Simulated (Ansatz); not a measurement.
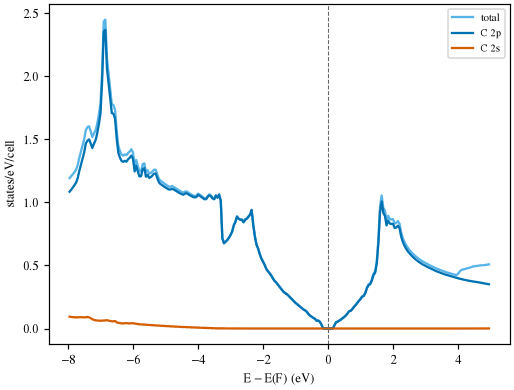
Figure: Total and projected density of states of C (graphite, P6_3/mmc), r²SCAN in the plane-wave PAW code Ansatz

### Question
Which orbitals carry the states next to the Fermi level?

### Answer
Within 0.5 eV of the Fermi level: C 2p 99 %. Projections are on Löwdin-orthogonalised atomic valence shells; empty p or d shells of many metals are not among them.

### Question
Where is the tallest occupied peak in this window, and what makes it?

### Answer
Near -6.8 eV, about 2.5 states/eV per cell; the largest projected share is C 2p.

The cell was relaxed with r²SCAN under the symmetry of its start. A crystal of weakly bound layers computed without a dispersion correction: the cell and the soft elastic constants depend strongly on that.

Potentials: the later of the program's two PAW sets.
